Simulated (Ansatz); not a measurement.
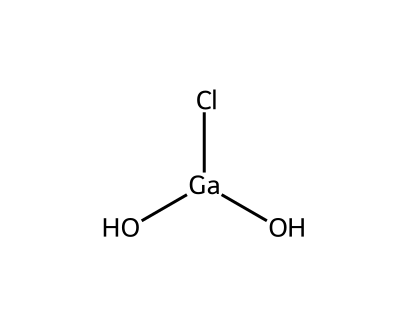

> Write the SMILES.

[OH][Ga]([OH])[Cl]

> Give the formula, hydrogens included.

ClGaH2O2.

> An optimisation with PBE0-D4/def2-TZVP gave a structure of which point group?

Cs.

The parts below concern this one geometry. Atoms keep their numbers from picture to picture. The computed structure is the end point of a PBE0-D4/def2-TZVP optimisation. No frequency run is at hand to confirm it as a minimum.

**Electronic properties**

No frequency run is at hand to confirm it as a minimum. Properties computed with RHF-CCSD(T), frozen core/def2-TZVPP (Ansatz 0.2.0).

> What is the T1 diagnostic?

0.013.

**Dipole moment**

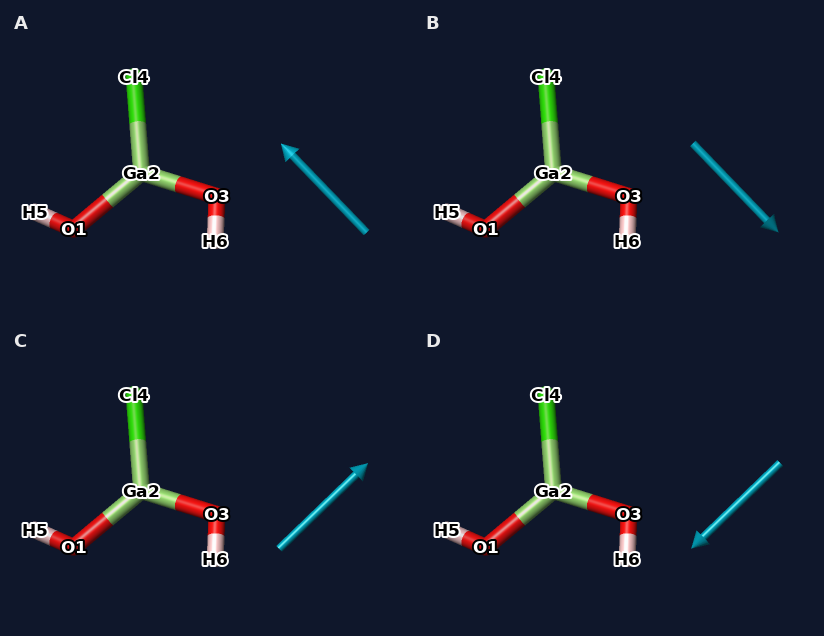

The same molecule four times, each with an arrow. No frequency run is at hand to confirm it as a minimum. Level of theory: RKS PBE0-D4/def2-TZVP (Ansatz 0.2.0).

> Which arrow points along the dipole moment, from the negative to the positive end?

D. The dipole moment is 1.62 D; it points from the side of Cl4 to the side of H5 (the outermost atoms at the two ends).

**Charges**

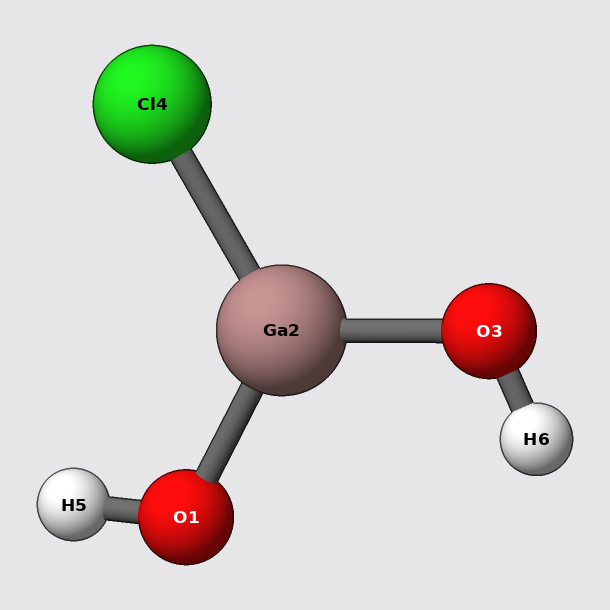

The questions are on Mulliken charges. No frequency run is at hand to confirm it as a minimum. Properties computed with RKS PBE0-D4/def2-TZVP (Ansatz 0.2.0).

Give the Mulliken charges atom by atom.

```csv
atom,value (e)
O1,−0.54
Ga2,0.68
O3,−0.53
Cl4,−0.26
H5,0.32
H6,0.32
```

Mulliken values depend strongly on the basis set and can even reverse the polarity of a bond.
